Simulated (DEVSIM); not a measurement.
System: Au/SiO2/p-Si capacitor, at 300 K.

```tsv
layer (left to right)	material	thickness (nm)	Na (cm⁻³)
1	SiO2	4.40	-
2	Si	920	3.9e17
```

Metal gate on the left, work function 5.1 eV. Fixed charge at the semiconductor interface -8.9e10 cm⁻² (in units of +e); no interface traps.

This is a model device: material constants are rounded textbook-type values typed into the input, and sizes, dopings and lifetimes were drawn at random. Values at 300 K.

```tsv
parameter	SiO2	Si
gap (eV)	9	1.124
affinity (eV)	0.9	4.05
permittivity	3.9	11.7
Nc (cm⁻³)	-	2.86e19
Nv (cm⁻³)	-	3.1e19
```

Model (solved in DEVSIM): 1D Poisson equation in equilibrium, Boltzmann statistics, complete ionisation; no quantum confinement or tunnelling. Metal contacts follow the ideal Schottky-Mott rule: no Fermi-level pinning, no interface dipoles.

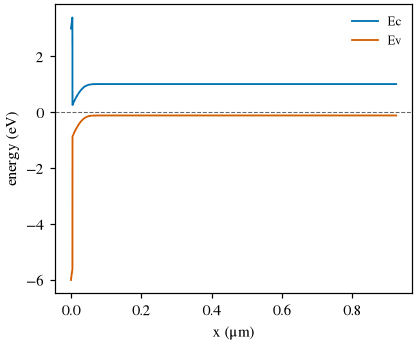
Band edges at 1.2 V on the gate

Energies count from the Fermi level of the right contact; mesh points crowd at the junctions.

| x (μm) | Ec (eV) | Ev (eV) | n (cm⁻³) | p (cm⁻³) | field (V/cm) |
|---|---|---|---|---|---|
| 0.000 | 3.000 | -6.000 | < 1e2 | < 1e2 | 930000 |
| 0.0008774 | 3.082 | -5.918 | < 1e2 | < 1e2 | 930000 |
| 0.002056 | 3.191 | -5.809 | < 1e2 | < 1e2 | 930000 |
| 0.003304 | 3.307 | -5.693 | < 1e2 | < 1e2 | 930000 |
| 0.004481 | 0.260 | -0.864 | 1.2e15 | 97000 | 300000 |
| 0.005603 | 0.293 | -0.831 | 3.4e14 | 340000 | 290000 |
| 0.007735 | 0.353 | -0.771 | 3.3e13 | 3500000 | 280000 |
| 0.01371 | 0.508 | -0.616 | 8.5e10 | 1.4e9 | 240000 |
| 0.02315 | 0.707 | -0.417 | 3.7e7 | 3.1e12 | 180000 |
| 0.03984 | 0.929 | -0.195 | 7100 | 1.6e16 | 83000 |
| 0.07283 | 1.010 | -0.114 | 310 | 3.8e17 | 1400 |
| 0.1653 | 1.011 | -0.113 | 300 | 3.9e17 | ≈ 0 |
| 0.3113 | 1.011 | -0.113 | 300 | 3.9e17 | ≈ 0 |
| 0.5616 | 1.011 | -0.113 | 300 | 3.9e17 | ≈ 0 |
| 0.7693 | 1.011 | -0.113 | 300 | 3.9e17 | ≈ 0 |
| 0.8434 | 1.011 | -0.113 | 300 | 3.9e17 | ≈ 0 |
| 0.8823 | 1.011 | -0.113 | 300 | 3.9e17 | ≈ 0 |
| 0.9028 | 1.011 | -0.113 | 300 | 3.9e17 | ≈ 0 |
| 0.9158 | 1.011 | -0.113 | 300 | 3.9e17 | ≈ 0 |
| 0.9204 | 1.011 | -0.113 | 300 | 3.9e17 | ≈ 0 |
| 0.9229 | 1.011 | -0.113 | 300 | 3.9e17 | ≈ 0 |
| 0.9244 | 1.011 | -0.113 | 300 | 3.9e17 | ≈ 0 |
